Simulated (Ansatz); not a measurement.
**C₃H₄AlFO: density, localisation and related maps**

The calculation's input:

```
crystal:
  periodic: [false, false, false]
  atoms:
    - { symbol: F, position_ang: [-2.5909, -0.2909, 1.3192] }
    - { symbol: Al, position_ang: [-0.8558, -0.1089, 1.1394] }
    - { symbol: C, position_ang: [0.0949, -1.3512, 0.023] }
    - { symbol: C, position_ang: [1.0012, -0.689, -0.7975] }
    - { symbol: O, position_ang: [0.9157, 0.6898, -0.7763] }
    - { symbol: C, position_ang: [0.0112, 1.3693, 0.1243] }
    - { symbol: H, position_ang: [0.0665, -2.4288, 0.0501] }
    - { symbol: H, position_ang: [1.604, -1.2119, -1.4952] }
    - { symbol: H, position_ang: [-0.7384, 1.9416, -0.4125] }
    - { symbol: H, position_ang: [0.5749, 2.0289, 0.8284] }
basis:
  gaussian: { orbitals: "6-31G*" }
hamiltonian:
  xc: pbe
  dispersion: d4
relax:
  f_tol: 0.02
  max_steps: 50
output:
  orbitals: {}
```

Launched as:

```sh
ansatz run input.yaml --threads 2 --pin off --max-ram 3072MiB --backend cpu --events-out ev --progress --plain --runs-dir out
```

The fields are those of the run's last geometry, not of the input's.

All numbers below come from RKS PBE-D4/6-31G* (Ansatz 0.2.0).

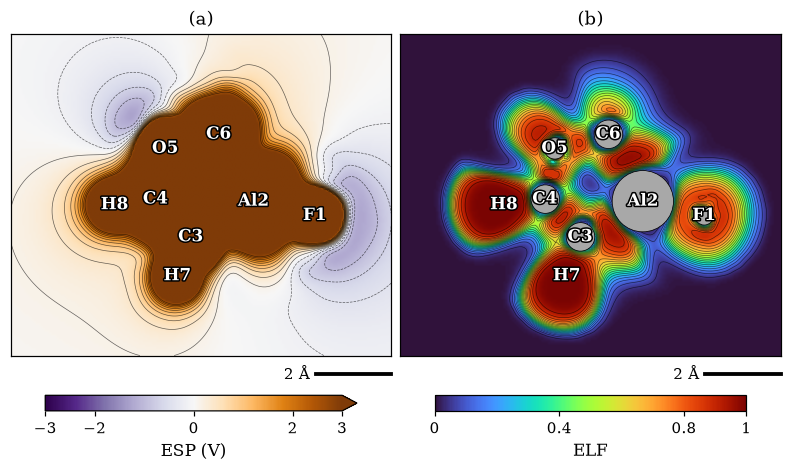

Figure 1. (a) molecular electrostatic potential; (b) electron localisation function on the plane of atoms C4, O5 and C6. Grey discs cover the atomic cores in the ELF map.

### Interpret the plot.

The section cuts through F, Al, C, O and H sites. C–O (1.36 Å): the ELF peaks at about 0.85 between the atoms: a polar covalent bond. C–C (1.37 Å): the ELF peaks at about 0.90 between the atoms: localised, covalent bonding. Al–F (1.67 Å): the ELF peaks at about 0.85 in the valence shell of F, 0.5 Å from its nucleus, and is about 0.35 at the midpoint. C–Al (1.90 Å): the ELF peaks at about 0.90 between the atoms, as expected for a shared but strongly polarised pair. C–H (1.09 Å): the ELF climbs to about 1 towards the hydrogen, as it does in any bond to H (a covalent bond by its length). The ELF also peaks beside F1 and O5, away from the bonds: lone-pair regions. Outside the dense part of the molecule the potential is most negative (−1.3 V) near O5.

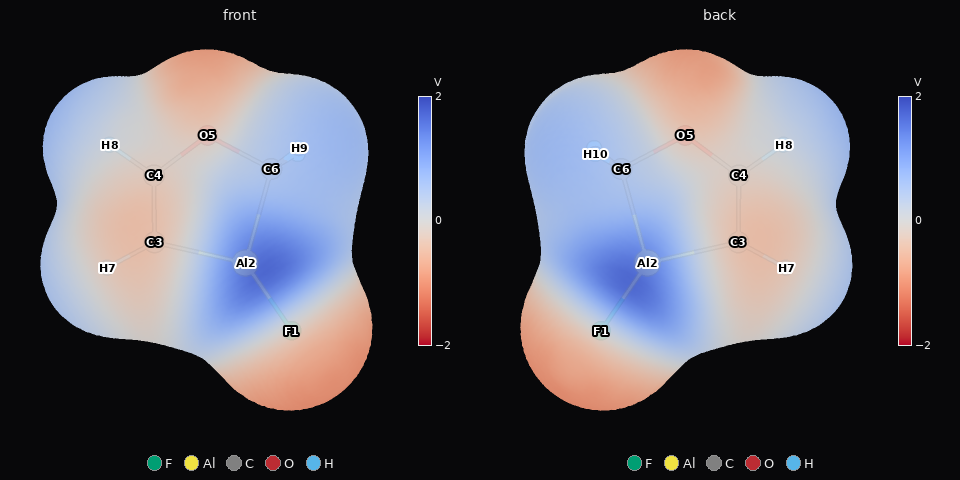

Figure 2. The electrostatic potential painted on the density surface at 0.001 e/bohr³, seen from the front and from behind; the colour scale runs from red (negative) to blue (positive).

### Which sites attract a positive test charge, and which a negative one?

A positive charge is drawn to the negative regions and a negative charge to the positive ones. The most negative region (about −1.0 V, or −23 kcal/mol for a unit charge) lies over F1, the most positive (about +1.6 V, or +37 kcal/mol for a unit charge) over Al2.

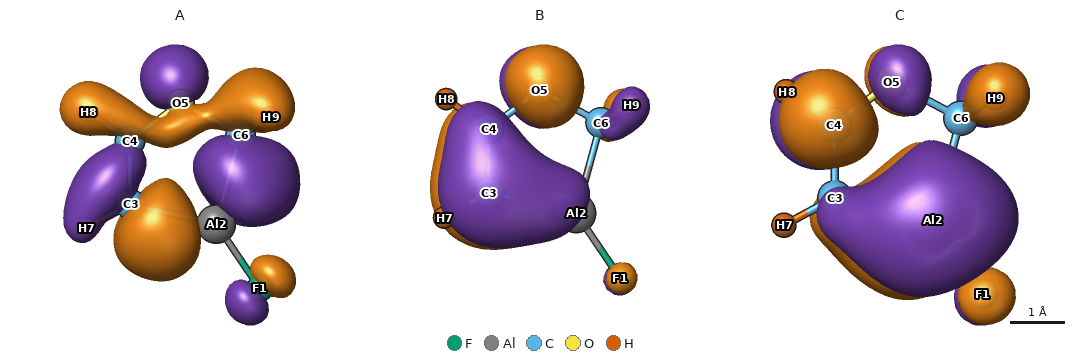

Figure 3. Three frontier orbitals at ±0.08 Å⁻³ᐟ² (orange and purple are the two phases), in no order.

### Which picture is the HOMO−1, the HOMO and the LUMO?

A is the HOMO−1 (−6.25 eV). It lies mainly on C6 (about 30 %), C3 (about 20 %), Al2 (about 15 %), O5 (about 15 %) and C4 (about 5 %). B is the HOMO (−5.50 eV). By Hirshfeld shares it lies mainly on C3 (about 35 %), O5 (about 30 %) and C4 (about 15 %). C is the LUMO (−1.36 eV). By Hirshfeld shares it lies mainly on Al2 (about 45 %), C4 (about 20 %), C3 (about 10 %) and O5 (about 5 %).

### What is the HOMO–LUMO gap?

4.14 eV between the orbital energies.
